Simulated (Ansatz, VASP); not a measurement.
# Si3Os: VASP beside Ansatz

Aim: how closely do two programs agree when they are given the same cell, functional and k mesh? The cell is invented: other elements were put on sites of a known structure type. It may not be a known or stable phase. The cell is taken from a series of VASP runs on this material, whose earlier steps may have relaxed, scaled or displaced it; both programs get it as it stands. Valence electrons are named where the data sets of a main pair hold unlike numbers.

Calculated with Ansatz 0.2.0; plane waves, with VASP 6.6.1 beside it; band structure at HSE06.

**1. The starting structure**

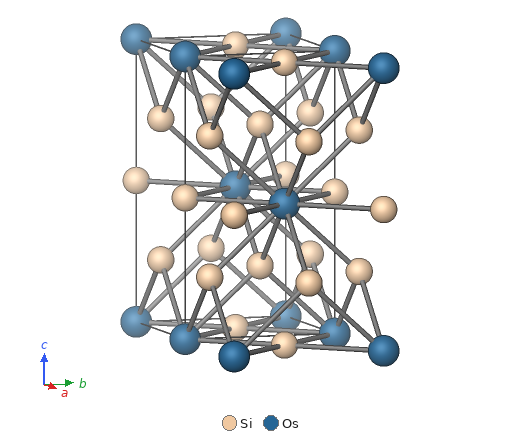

The starting structure, seen slightly off an axis (silicon light orange, osmium blue). 2×1×1 cells are drawn. This picture shows the conventional cell, with its axes. Some periodic images of atoms are drawn too.

**2. VASP: band structure, HSE06**

A single point gives forces, pressure and levels at one fixed geometry, so differences don't come from the geometry; what else differs is listed under the comparison.

Lines of VASP's logs that name or quote its potential files are left out, and so is its time.

The run reads the wave functions of an earlier VASP run, which isn't shown here.

Contents of INCAR:

```
SYSTEM = Si3Os
PREC = Accurate
ENCUT = 400
EDIFF = 1E-06
NELM = 100
ISMEAR = 0
SIGMA = 0.05
LREAL = .FALSE.
ALGO = Normal
LHFCALC = .TRUE.
AEXX = 0.25
GGA = PE
HFSCREEN = 0.2
LASPH = .TRUE.
NBANDS = 16
PRECFOCK = Fast
LORBIT = 11
LWAVE = .FALSE.
LCHARG = .FALSE.
KPAR = 2
```

Contents of POSCAR:

```
Si3Os
1.0
   -1.9372027446      1.9372027446      3.5048178866
    1.9372027446     -1.9372027446      3.5048178866
    1.9372027446      1.9372027446     -3.5048178866
Si Os
3 1
Direct
    0.5000000000      0.5000000000      0.0000000000
    0.7500000000      0.2500000000      0.5000000000
    0.2500000000      0.7500000000      0.5000000000
    0.0000000000      0.0000000000      0.0000000000
```

Contents of KPOINTS:

```
Automatic mesh
0
Gamma
5 5 5
0 0 0
```

Contents of KPOINTS_OPT:

```
Line mode
6
Line-mode
Reciprocal
  0.00000000   0.00000000   0.00000000 GAMMA
  0.00000000   0.00000000   0.50000000 X

  0.00000000   0.00000000   0.50000000 X
 -0.15275282   0.15275282   0.50000000 Y

 -0.15275282   0.15275282   0.50000000 Y
 -0.32637641   0.32637641   0.32637641 S

 -0.32637641   0.32637641   0.32637641 S
  0.00000000   0.00000000   0.00000000 GAMMA

  0.00000000   0.00000000   0.00000000 GAMMA
  0.50000000   0.50000000  -0.50000000 Z

  0.50000000   0.50000000  -0.50000000 Z
  0.32637641   0.67362359  -0.32637641 S1

  0.32637641   0.67362359  -0.32637641 S1
  0.00000000   0.50000000   0.00000000 N

  0.00000000   0.50000000   0.00000000 N
  0.25000000   0.25000000   0.25000000 P

  0.25000000   0.25000000   0.25000000 P
  0.50000000   0.50000000  -0.15275282 Y1

  0.50000000   0.50000000  -0.15275282 Y1
  0.50000000   0.50000000  -0.50000000 Z

  0.00000000   0.00000000   0.50000000 X
  0.25000000   0.25000000   0.25000000 P
```

The projector-augmented-wave data sets are Si and Os (PBE family, release 64).

Launch:

```sh
$ mpirun -np 2 vasp_std
```

Numbers of over 12 decimals in the logs are rounded to 6 here.

The program printed:

```text
[banner, memory and clock lines left out]
running    2 mpi-ranks, on    1 nodes
 distrk:  each k-point on    1 cores,    2 groups
 distr:  one band on    1 cores,    1 groups

 POSCAR found type information on POSCAR SiOs
 POSCAR found :  2 types and       4 ions
 LDA part: xc-table for (Slater+PW92), standard interpolation
 found WAVECAR, reading the header
 POSCAR, INCAR and KPOINTS ok, starting setup
 FFT: planning ... GRIDC
 FFT: planning ... GRID_SOFT
 FFT: planning ... GRID
 reading WAVECAR
 the WAVECAR file was read successfully
 initial charge from wavefunction
 entering main loop
       N       E                     dE             d eps       ncg     rms          rms(c)
DAV:   1    -0.305410938984E+02   -0.30541E+02   -0.62322E-01   576   0.545E+00    0.363E+00
DAV:   2    -0.305279142912E+02    0.13180E-01   -0.73046E-02   752   0.279E+00    0.245E+00
DAV:   3    -0.305298499035E+02   -0.19356E-02   -0.75532E-03   696   0.531E-01    0.149E+00
DAV:   4    -0.305286397943E+02    0.12101E-02   -0.28562E-03   784   0.513E-01    0.816E-01
DAV:   5    -0.305286106133E+02    0.29181E-04   -0.39156E-04   720   0.127E-01    0.457E-01
DAV:   6    -0.305285357238E+02    0.74890E-04   -0.11493E-04   736   0.770E-02    0.264E-01
DAV:   7    -0.305285255875E+02    0.10136E-04   -0.24378E-05   720   0.324E-02    0.143E-01
DAV:   8    -0.305285221580E+02    0.34295E-05   -0.80685E-06   752   0.260E-02    0.796E-02
DAV:   9    -0.305285219772E+02    0.18078E-06   -0.12907E-06   432   0.711E-03
   1 F= -.30528522E+02 E0= -.30525609E+02  d E =-.582574E-02
 Start KPOINTS_OPT (optional k-point list driver)
k-point batch [1-18\66]
       N       E                     dE             ncg
DAV:   1     0.335104429617E+04   -0.63384E+04      600
DAV:   2     0.190217807641E+04   -0.14489E+04      744
DAV:   3     0.179634690309E+04   -0.10583E+03      744
DAV:   4     0.179371304120E+04   -0.26339E+01      768
DAV:   5     0.179367034138E+04   -0.42700E-01      728
DAV:   6     0.179366941198E+04   -0.92940E-03      744
DAV:   7     0.179366938514E+04   -0.26845E-04      704
DAV:   8     0.179366938425E+04   -0.88741E-06      584
[...]
k-point batch [55-66\66]
       N       E                     dE             ncg
DAV:   1     0.606721902369E+04   -0.51292E+04      416
DAV:   2     0.509005309509E+04   -0.97717E+03      472
DAV:   3     0.502605234042E+04   -0.64001E+02      520
DAV:   4     0.502428775999E+04   -0.17646E+01      528
DAV:   5     0.502426546063E+04   -0.22299E-01      488
DAV:   6     0.502426510865E+04   -0.35198E-03      480
DAV:   7     0.502426510068E+04   -0.79703E-05      456
DAV:   8     0.502426510045E+04   -0.23257E-06      384
```

From OUTCAR (step 2):

```text
ion  position               nearest neighbor table
   1  0.500  0.500  0.000-   3 2.61   2 2.61   2 2.61   3 2.61   2 2.61   3 2.61   3 2.61   2 2.61
                             4 2.74   4 2.74   4 2.74   4 2.74
   2  0.750  0.250  0.500-   1 2.61   4 2.61   1 2.61   4 2.61   1 2.61   4 2.61   1 2.61   4 2.61
                             3 2.74   3 2.74   3 2.74   3 2.74
   3  0.250  0.750  0.500-   4 2.61   1 2.61   1 2.61   4 2.61   1 2.61   4 2.61   4 2.61   1 2.61
                             2 2.74   2 2.74   2 2.74   2 2.74
   4  0.000  0.000  0.000-   2 2.61   3 2.61   2 2.61   3 2.61   2 2.61   3 2.61   2 2.61   3 2.61
                             1 2.74   1 2.74   1 2.74   1 2.74

  LATTYP: Found a body centered tetragonal cell.
 ALAT       =     3.8744054892
 C/A-ratio  =     1.8092158378

 Subroutine GETGRP returns: Found 16 space group operations
 (whereof 16 operations were pure point group operations)

The static configuration has the point symmetry D_4h.

 Found     18 irreducible k-points:

   k-points           NKPTS =     18   k-points in BZ     NKDIM =    125   number of bands    NBANDS=     16

   dimension x,y,z NGX =    30 NGY =   30 NGZ =   30
   dimension x,y,z NGXF=    60 NGYF=   60 NGZF=   60

   ENCUT  =  400.0 eV  29.40 Ry    5.42 a.u.   7.25  7.25  7.25*2*pi/ulx,y,z

   NELECT =      20.0000    total number of electrons

 k-points in reciprocal lattice and weights: Automatic mesh
   0.00000000  0.00000000  0.00000000       0.008
   0.20000000  0.00000000  0.00000000       0.064
   0.40000000  0.00000000  0.00000000       0.064
   0.20000000  0.20000000  0.00000000       0.064
   0.40000000  0.20000000  0.00000000       0.128
  -0.40000000  0.20000000  0.00000000       0.128
  -0.20000000  0.20000000  0.00000000       0.032
   0.40000000  0.40000000  0.00000000       0.064
  -0.40000000  0.40000000  0.00000000       0.032
[...]
-0.40000000  0.40000000  0.40000000       0.032
  -0.40000000 -0.40000000  0.40000000       0.016

  exchange ACFDT corr.  =         0.00000000  see jH, gK, PRB 81, 115126

 average (electrostatic) potential at core
       1 -75.5210       2 -75.3922       3 -75.3922       4 -36.1242

 E-fermi :  11.1541

 k-point     1 :       0.0000    0.0000    0.0000
  band No.  band energies     occupation
    ...
      6       6.3565      2.00000
      7       7.7127      2.00000
      8       7.7722      2.00000
      9       9.0007      2.00000
     10       9.0007      2.00000
     11      11.4785      0.00000
     12      12.1450      0.00000
     13      14.0190      0.00000
     14      14.0190      0.00000
     15      15.9255      0.00000
    ...

 k-point     2 :       0.2000    0.0000    0.0000
  band No.  band energies     occupation
    ...
      7       7.5518      2.00000
      8       7.7776      2.00000
      9       9.9661      2.00000
     10      10.1970      2.00000
     11      10.6592      2.00000
     12      12.8186      0.00000
     13      13.2414      0.00000
     14      15.1752      0.00000
     15      15.4914      0.00000
     16      15.5508      0.00000

 k-point     3 :       0.4000    0.0000    0.0000
  band No.  band energies     occupation
    ...
      7       7.0063      2.00000
      8       8.0189      2.00000
      9       9.7323      2.00000
     10      10.2605      2.00000
     11      11.1621      0.82003
     12      13.5060      0.00000
     13      14.0113      0.00000
     14      16.0810      0.00000
     15      16.0884      0.00000
     16      17.6917      0.00000

  energy-cutoff  :      400.00
  volume of cell :       52.61
      direct lattice vectors                 reciprocal lattice vectors
    -1.937202745  1.937202745  3.504817887     0.000000000  0.258104115  0.142660765
     1.937202745 -1.937202745  3.504817887     0.258104115  0.000000000  0.142660765
     1.937202745  1.937202745 -3.504817887     0.258104115  0.258104115  0.000000000

 POSITION                                       TOTAL-FORCE (eV/Angst)
 -----------------------------------------------------------------------------------
      0.00000      0.00000      3.50482         0.000000      0.000000      0.000000
      0.00000      1.93720      1.75241         0.000000      0.000000      0.000000
      1.93720      0.00000      1.75241        -0.000000      0.000000      0.000000
      0.00000      0.00000      0.00000         0.000000     -0.000000     -0.000000
 -----------------------------------------------------------------------------------
    total drift:                                0.000209     -0.000069     -0.000036

  FREE ENERGIE OF THE ION-ELECTRON SYSTEM (eV)
  ---------------------------------------------------
  free  energy   TOTEN  =       -30.5285219772 eV

  energy  without entropy=      -30.5226962323  energy(sigma->0) =      -30.52560910

 total charge
# of ion       s       p       d       tot
------------------------------------------
    1        0.783   0.794   0.000   1.577
    2        0.786   0.797   0.000   1.583
    3        0.786   0.797   0.000   1.583
    4        0.644   0.651   6.266   7.561
--------------------------------------------------
tot          2.998   3.040   6.266  12.304

[... 3 further parts left out ...]
```

The k-mesh is coarse for a metal. Spin-orbit coupling is off here; with elements this heavy it splits and shifts levels by tenths of an eV or more. The PAW data sets were made with PBE, which is usual practice but a small mismatch for other functionals.

(Part 1 of 2 ends here.)

[Lines on the potential files, build, host, timing and source positions are cut from VASP's logs without a mark.]

[Logs are printed without paths, hosts, clocks, repeated set-up lines and the standing remarks that a program may print on its own settings, such as how far it seeks lower states.]

[Hosts, paths, dates, database ids (printed as entryN), source tags and the programs' standing remarks are cut or masked in the printed files.]
